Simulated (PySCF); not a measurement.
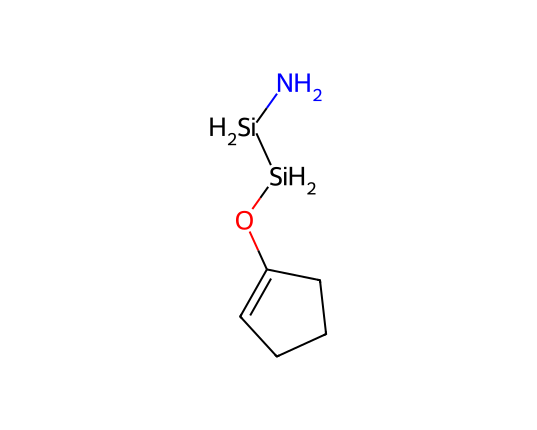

Question: Write the SMILES.

Answer: N[SiH2][SiH2]OC1=CCCC1

Question: What is the molecular formula?

Answer: C5H13NOSi2.

Question: An optimisation with GFN2-xTB gave a structure of which point group?

Answer: C1. Other conformers may differ.

More results for the same structure follow; atom numbers are the same in all pictures, views and colours differ. The geometry was computed by an optimisation with GFN2-xTB. No frequency run is at hand to confirm it as a minimum.

**Geometry**

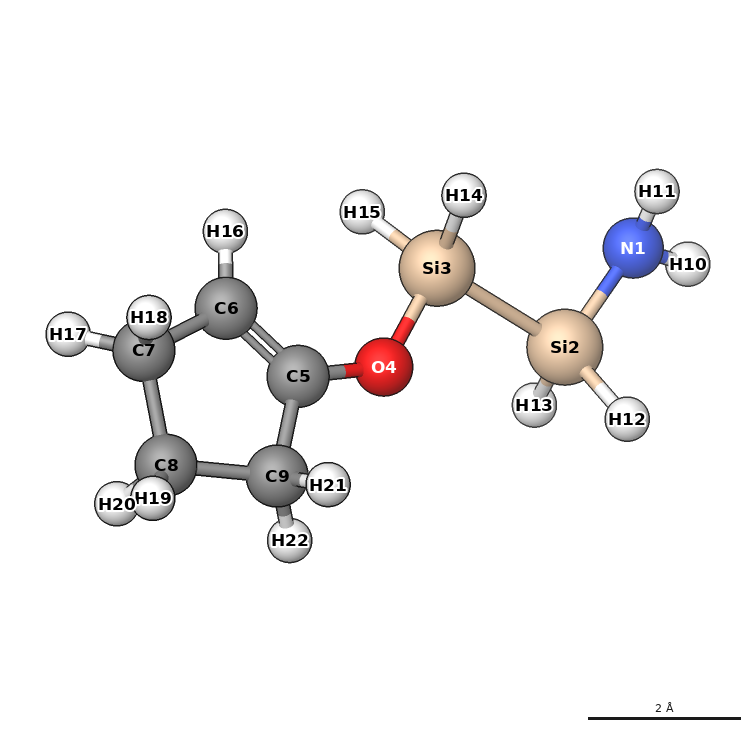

Atoms carry their numbers in the input. No frequency run is at hand to confirm it as a minimum.

Give the bond lengths. Leave out bonds to hydrogen.

```tsv
bond	length (Å)	order
N1–Si2	1.726	single
Si2–Si3	2.285	single
Si3–O4	1.634	single
O4–C5	1.343	single
C5–C6	1.326	double
C5–C9	1.508	single
C6–C7	1.500	single
C7–C8	1.541	single
C8–C9	1.535	single
```

**Dipole moment**

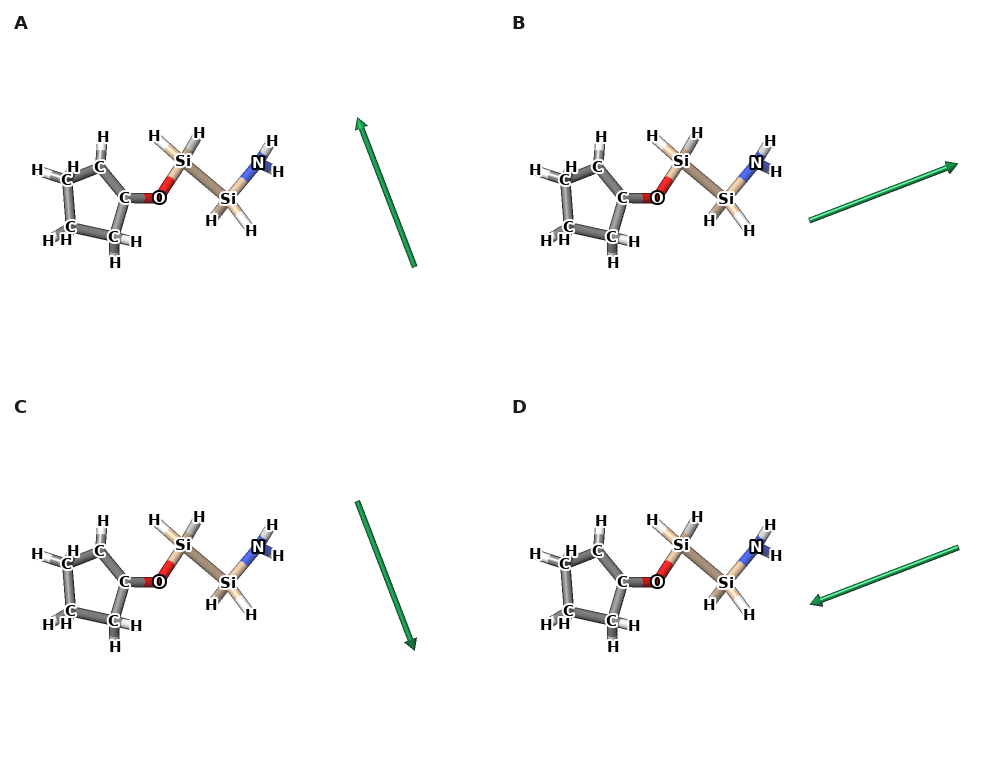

The same molecule four times, each with an arrow. No frequency run is at hand to confirm it as a minimum. Method: PBE0/pcSseg-1, gas phase (PySCF 2.14.0).

Question: Which arrow points along the dipole moment, from the negative to the positive end?

Answer: B. The dipole moment is 1.17 D.

**Quadrupole coupling**

No frequency run is at hand to confirm it as a minimum. Electric field gradients from the ground-state density, PBE0/pcSseg-1 (PySCF 2.14.0), non-relativistic apart from any core potentials.

Give the largest field-gradient component, the quadrupole coupling constant and the asymmetry for 14N at N1 (Q = 20.44 mb), 17O at O4 (Q = −25.6 mb), 2H at H10 (Q = 2.86 mb), 2H at H11 (Q = 2.86 mb), 2H at H12 (Q = 2.86 mb), 2H at H13 (Q = 2.86 mb).

| atom | V_zz (a.u.) | e²qQ/h (MHz) | η |
| --- | --- | --- | --- |
| N1 | −0.942 | −4.52 | 0.31 |
| O4 | 1.597 | −9.60 | 0.09 |
| H10 | 0.432 | 0.290 | 0.16 |
| H11 | 0.433 | 0.291 | 0.17 |
| H12 | 0.148 | 0.100 | 0.02 |
| H13 | 0.159 | 0.107 | 0.03 |

**NMR shielding**

The questions are on isotropic NMR shieldings of the H atoms. No frequency run is at hand to confirm it as a minimum. Method: GIAO PBE0/pcSseg-1 NMR shielding, non-relativistic, gas phase (PySCF 2.14.0).

Question: Which H atom is the most shielded (lowest chemical shift)?

Answer: H11 (32.31 ppm).

Question: Which H atom is the least shielded (highest chemical shift)?

Answer: H15 (26.30 ppm).

Question: How wide is the range of H shifts?

Answer: 6.02 ppm.

List the isotropic NMR shieldings of the H atoms.

```csv
atom,σ (ppm)
H10,31.96
H11,32.31
H12,26.46
H13,26.67
H14,26.46
H15,26.30
H16,26.95
H17,29.27
H18,29.07
H19,29.84
H20,29.77
H21,29.13
H22,29.51
```

The geometry is semi-empirical. Around Si such bond lengths and angles can be off by a tenth of an ångström or more and by several degrees, and values that hang on the shape move with them.
